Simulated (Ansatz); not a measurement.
System: Be₆S.

```xyz
7
Lattice="3.9357 0.0000 0.0000 -1.9678 3.4084 0.0000 0.0000 0.0000 5.8612" Properties=species:S:1:pos:R:3 pbc="T T T"
Be    0.0000    0.0000    3.8603
Be    1.2482    2.1620    1.7292
Be   -0.7196    1.2465    1.7292
Be    1.4393    0.0000    1.7292
Be    1.9679    1.1361    3.4310
Be    0.0000    2.2723    3.4310
S     0.0000    0.0000    0.2671
```

Space group P31m; a generated structure, not necessarily the stable one.

The calculation used Ansatz 0.2.0, DFT PBE, scalar-relativistic, plane waves, PAW.

Question: What will maps of the valence pseudo-density and electron localisation function show?

Answer: Be–S (2.27 Å): ρ is about 0.44 e/Å³ halfway; the ELF peaks at about 0.90 in the valence shell of S, 0.9 Å from its nucleus, and is about 0.85 at the midpoint.
The ELF has a maximum of about 0.95 in the space between the atoms, on no atom or two-centre bond.

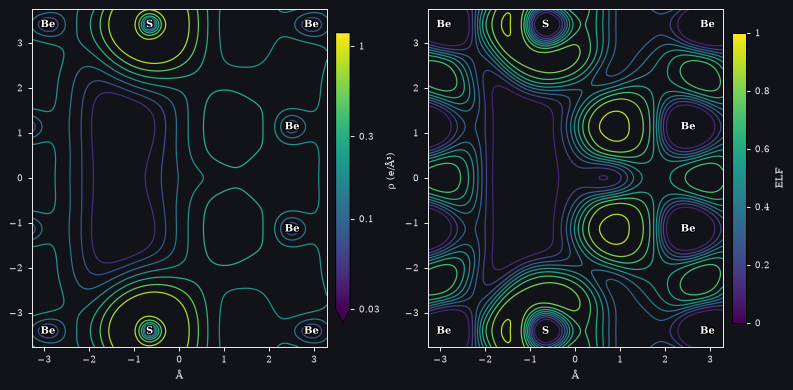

Computed valence pseudo-density and electron localisation function on the (110) plane of the conventional cell, in this order. Atoms just off the plane (Be, 0.5 Å away) can leave unmarked features too.

Core electrons are frozen (PAW), and the valence fields are smoothed inside the atomic spheres.
